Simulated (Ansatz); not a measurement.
Fields on a plane of YPd2Si2 (space group I4/mmm)

```
CELL_PARAMETERS angstrom
     -2.04803     2.04803     4.95527
      2.04803    -2.04803     4.95527
      2.04803     2.04803    -4.95527
ATOMIC_POSITIONS crystal
  Y  0.00000 0.00000 0.00000
  Si 0.61688 0.61688 0.00000
  Si 0.38312 0.38312 0.00000
  Pd 0.75000 0.25000 0.50000
  Pd 0.25000 0.75000 0.50000
```

The slice is a (001) plane (indices of the conventional cell) through the point (0.383, 0.383, 0.000) (fractional), spanned by u = [101] and v = [011] in vectors of this cell: u (4.10 Å) and v (4.10 Å, at 90° to u). It covers one period; positions are fractions (u, v).

Atoms on it: Si at (0.00, 0.00).

Method: PBEsol (plane waves to 420 eV, PAW, scalar-relativistic; Ansatz, a first-principles code). k mesh 16×16×16. These are valence fields of a PAW run, semicore shells included where kept as valence: close to a nucleus they are smooth pseudo fields. YPd2Si2 is run without spin polarisation. YPd2Si2 was relaxed with its symmetry unable to fall.

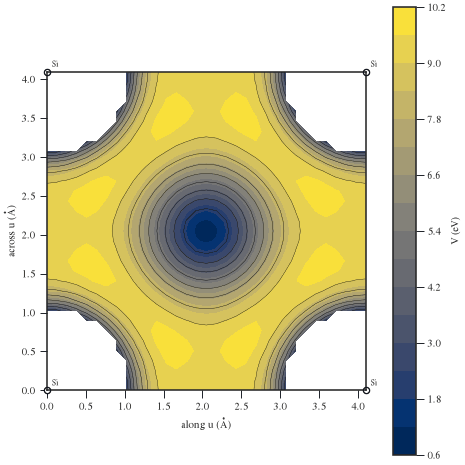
Fig. 1. Electrostatic potential energy of an electron, from the cell's mean, in eV, one period of the plane, atoms marked. Points within 1 Å of a nucleus are left white, as the pseudised field means little there. Values under 1 eV are set to 1. The zero, the cell's mean, hangs on the PAW cores.

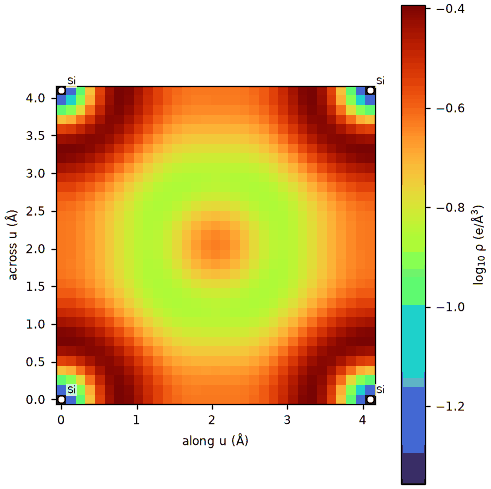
Log₁₀ of the valence density in e/Å³, one period of the plane, atoms marked. The scale is logarithmic, as a density can span decades between atoms and voids.
